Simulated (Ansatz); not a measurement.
# B3LYP/aug-cc-pVDZ run of C2H5F (SMILES CCF)

What is the electronic atomisation energy of C2H5F at B3LYP/aug-cc-pVDZ? 

Program for the calculation: Ansatz 0.2.0.

## Step 1: The system as given

The species is C2H5F (8 atoms), meant as a singlet with charge 0. SMILES: `CCF`. The coordinates come from a PBE0-D4/def2-TZVP relaxation.

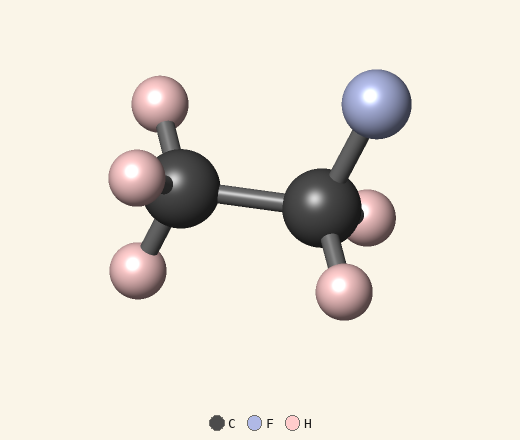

The structure, seen from a chosen angle (carbon dark grey, fluorine light blue, hydrogen pink).

## Step 2: A single-point energy at B3LYP/aug-cc-pVDZ

in.yaml reads:

```yaml
crystal:
  periodic: [false, false, false]
  atoms:
    - symbol: C
      position_ang: [-0.431700, 0.566900, -0.264600]
    - symbol: C
      position_ang: [0.378400, -0.599100, 0.230500]
    - symbol: F
      position_ang: [1.663300, -0.186400, 0.546500]
    - symbol: H
      position_ang: [-1.443900, 0.237400, -0.512600]
    - symbol: H
      position_ang: [0.018600, 0.998500, -1.160400]
    - symbol: H
      position_ang: [-0.500300, 1.343000, 0.499800]
    - symbol: H
      position_ang: [0.464000, -1.381500, -0.529800]
    - symbol: H
      position_ang: [-0.056300, -1.036000, 1.134800]
basis:
  gaussian:
    orbitals: aug-cc-pVDZ
accuracy: high
hamiltonian:
  xc: {name: B3LYP}
output: {orbitals: {seedname: orbitals}}
```

On the command line:

```console
$ ansatz run in.yaml --threads 1 --pin off --max-ram 3480MiB --events-out events.jsonl --progress --plain --runs-dir runs
```

Log:

```text
Warning: RAYON_NUM_THREADS=1 ignored (pool sized by the plan → 1); use --threads N
Functional definition: B3LYP
  name "B3LYP"
  parameter a0 = 0.2
  parameter ax = 0.72
  parameter ac = 0.81
  exchange = (1 - a0 - ax)*slater_x + ax*b88_x + a0*exact_x
  correlation = (1 - ac)*vwn_rpa_c + ac*lyp_c
2297 factors; integrals over basis functions are off by at most 3.2e-9 eV
mean field evaluation 1: about -4866.4364 eV, gradient 5.3e1 eV
mean field evaluation 2: about -4863.7746 eV, gradient 6.1e1 eV
mean field evaluation 4: about -4873.1578 eV, gradient 9.9e-1 eV
mean field evaluation 8: about -4873.1589 eV, gradient 2.3e-2 eV
mean field evaluation 16: about -4873.1589 eV, gradient 2.5e-7 eV
mean field -4873.15893137 eV, -179.0852875819 hartree, gradient 2.6e-8 eV, S^2 0.000000; 0 other end points of the search recorded, 0 dependent functions left out
reference -4873.15898154 eV, -179.0852894259 hartree; 13, 13 occupied and 101, 101 virtual orbitals, 2297 factors
Total energy: -4873.15898154 eV, -179.0852894259 hartree
```

Run time: 7.8 s. Hardware: 1 thread of Intel Xeon Platinum 8375C at 2.90GHz (Ice Lake), shared host; peak memory 0.38 GiB.

## Step 3: The C atom

in.yaml reads:

```yaml
basis:
  gaussian:
    orbitals: aug-cc-pVDZ
crystal:
  periodic: [false, false, false]
  atoms:
    - symbol: C
      position_ang: [0.000000, 0.000000, 0.000000]
total_charge: 0
magnetization:
  spin_polarized: true
  initial_magnetization: 2
accuracy: high
hamiltonian:
  xc: {name: B3LYP}
```

Run the same way, it converges to -37.85420 Eh (log not shown).

## Step 4: The F atom

run.yaml reads:

```yaml
crystal:
  periodic: [false, false, false]
  atoms:
    - {symbol: F, position_ang: [0.000000, 0.000000, 0.000000]}
basis:
  gaussian: {orbitals: aug-cc-pVDZ}
magnetization: {spin_polarized: true, initial_magnetization: 1}
hamiltonian: {xc: {name: B3LYP}}
accuracy: high
```

Run the same way, it converges to -99.73950 Eh (log not shown).

## Step 5: The H atom at the same level

run.yaml reads:

```yaml
crystal:
  periodic: [false, false, false]
  atoms:
    - symbol: H
      position_ang: [0.000000, 0.000000, 0.000000]
basis:
  gaussian:
    orbitals: aug-cc-pVDZ
magnetization:
  spin_polarized: true
  initial_magnetization: 1
hamiltonian:
  xc: {name: B3LYP}
accuracy: high
```

Run the same way, it converges to -0.50166 Eh (log not shown).

## Step 6: Results

Level: B3LYP/aug-cc-pVDZ.

| quantity | value |
| --- | --- |
| molecule: total energy | -179.08529 Eh |
| molecule: HOMO energy | -9.17 eV |
| molecule: LUMO energy | -0.26 eV |
| molecule: HOMO–LUMO gap | 8.91 eV |
| C atom: total energy | -37.85420 Eh |
| C atom: ⟨S²⟩ | 2.004 |
| F atom: total energy | -99.73950 Eh |
| F atom: ⟨S²⟩ | 0.752 |
| H atom: total energy | -0.50166 Eh |
| H atom: ⟨S²⟩ | 0.750 |
| electronic atomisation energy | 30.725 eV |

**Reading.** Taking the molecule apart into free atoms costs 30.72 eV (2964 kJ/mol), before zero-point energy and without spin-orbit coupling.
